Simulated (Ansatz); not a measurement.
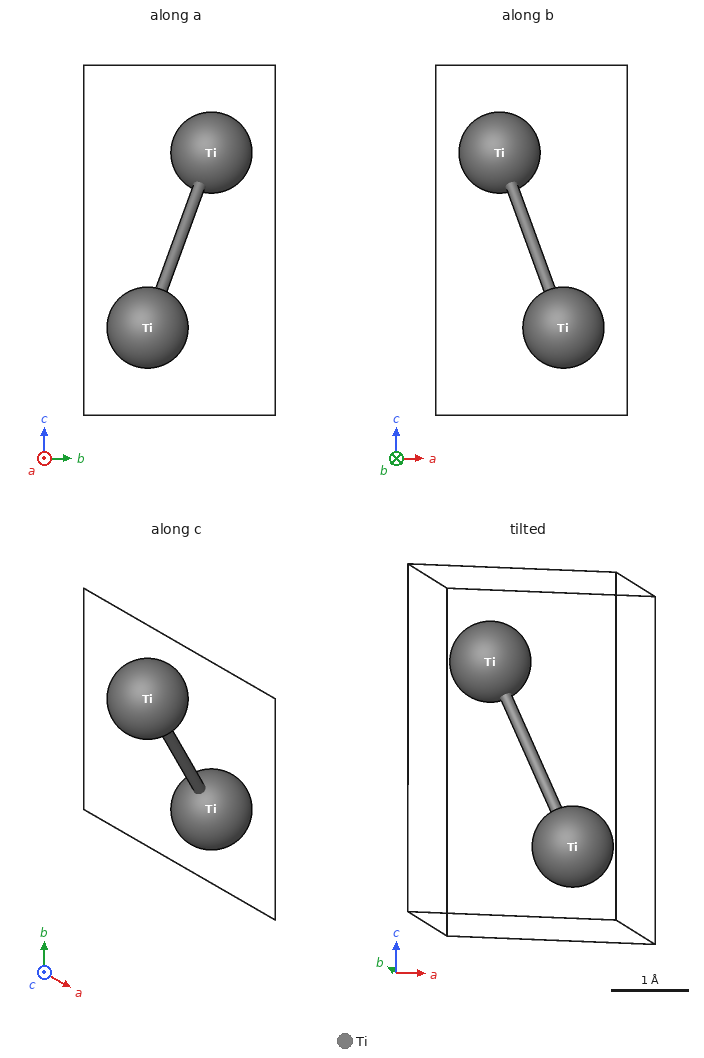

View along the a axis, along the b axis, along the c axis and slightly off an axis, drawn as a ball-and-stick model. Thin lines show the conventional unit cell, with boundary atoms drawn in all their periodic places.

Lattice parameters: a = 2.9001 Å, b = 2.9001 Å, c = 4.5887 Å, α = 90.000°, β = 90.000°, γ = 120.000°.

Turn the picture into a CIF in P1 with every atom of the cell.

Answer.
```cif
data_structure
_symmetry_space_group_name_H-M 'P 1'
_symmetry_Int_Tables_number 1
_cell_length_a 2.9001
_cell_length_b 2.9001
_cell_length_c 4.5887
_cell_angle_alpha 90.000
_cell_angle_beta 90.000
_cell_angle_gamma 120.000
_cell_volume 33.42
loop_
_atom_site_label
_atom_site_type_symbol
_atom_site_fract_x
_atom_site_fract_y
_atom_site_fract_z
_atom_site_occupancy
Ti1 Ti 0.3333 0.6667 0.7500 1
Ti2 Ti 0.6667 0.3333 0.2500 1
```

The model was built from the standard structure of this element. Earlier steps of the study may have refined or changed the cell and positions. It went into a calculation with Ansatz.
